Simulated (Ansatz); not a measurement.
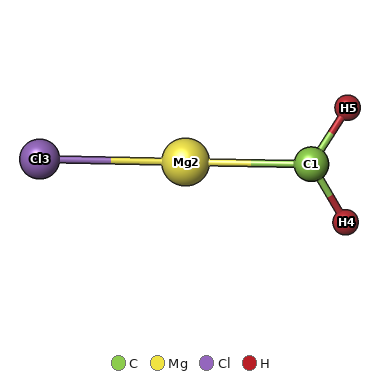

The system is CH2ClMg, SMILES [CH2-][Mg][Cl], charge −1; the picture shows the reference structure. The first coordinate is: angle H4–C1–Mg2; the second: dihedral H4–C1–Mg2–Cl3. Nothing is relaxed (all other coordinates rigid). The scan uses a 9 × 10 grid. All energies are given in kJ/mol relative to the lowest grid point. The restricted reference is unstable at some or all points, so the energies there are unreliable. Computed with RHF-MP2, frozen core/def2-TZVPD in Ansatz.

Its coordinates:

```xyz
5

C    -0.5624    0.7254   -0.5120
Mg    0.5691   -0.6286    0.4421
Cl    2.3686   -1.7969    1.2649
H    -1.1906    0.3327   -1.3298
H    -1.1847    1.3674    0.1348
```

Range: angle H4–C1–Mg2 from 70.7 to 160.7°; dihedral H4–C1–Mg2–Cl3 from −180 to 144°.

What landscape does the calculation give?

Answer. The lowest grid point is at angle H4–C1–Mg2 = 115.7°, dihedral H4–C1–Mg2–Cl3 = 108°. It is the only kind of minimum in the scanned range. The highest grid point, angle H4–C1–Mg2 = 70.7°, dihedral H4–C1–Mg2–Cl3 = −108°, lies 90 kJ/mol above the lowest. Round the minimum the valley is somewhat tilted: raising angle H4–C1–Mg2 shifts the best value of dihedral H4–C1–Mg2–Cl3 upwards (coupling k₁₂/√(k₁₁k₂₂) about −0.2).

| dihedral H4–C1–Mg2–Cl3 ↓, angle H4–C1–Mg2 → | 70.7 | 81.9 | 93.2 | 104.4 | 115.7 | 126.9 | 138.2 | 149.4 | 160.7 |
| --- | --- | --- | --- | --- | --- | --- | --- | --- | --- |
| 144 | 80 | 46 | 22 | 7 | 1 | 5 | 20 | 44 | 76 |
| 108 | 74 | 42 | 19 | 5 | 0 | 5 | 20 | 45 | 78 |
| 72 | 70 | 39 | 18 | 6 | 2 | 9 | 25 | 49 | 82 |
| 36 | 69 | 40 | 21 | 10 | 8 | 15 | 31 | 56 | 87 |
| 0 | 73 | 45 | 26 | 16 | 14 | 22 | 37 | 61 | 90 |
| −36 | 79 | 51 | 33 | 22 | 20 | 26 | 41 | 62 | 90 |
| −72 | 86 | 57 | 37 | 25 | 21 | 26 | 40 | 61 | 89 |
| −108 | 90 | 59 | 36 | 23 | 18 | 22 | 35 | 57 | 86 |
| −144 | 90 | 56 | 32 | 17 | 11 | 15 | 29 | 51 | 82 |
| −180 | 86 | 51 | 27 | 11 | 5 | 9 | 23 | 46 | 78 |

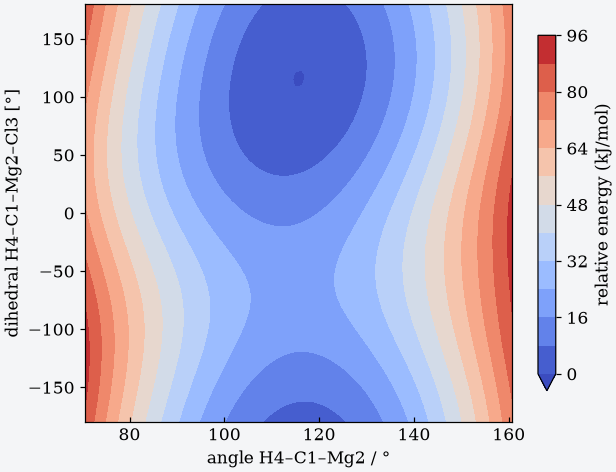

Drawn: filled contours. Between grid points the surface is interpolated.

Each point was launched as `ansatz run input.yaml --threads 1 --pin off --max-ram 2560MiB --backend cpu --events-out ev --progress --plain --runs-dir out`. The whole map (90 points run) took 11 min on 1 thread of Arm Neoverse V1, with other jobs on the host.
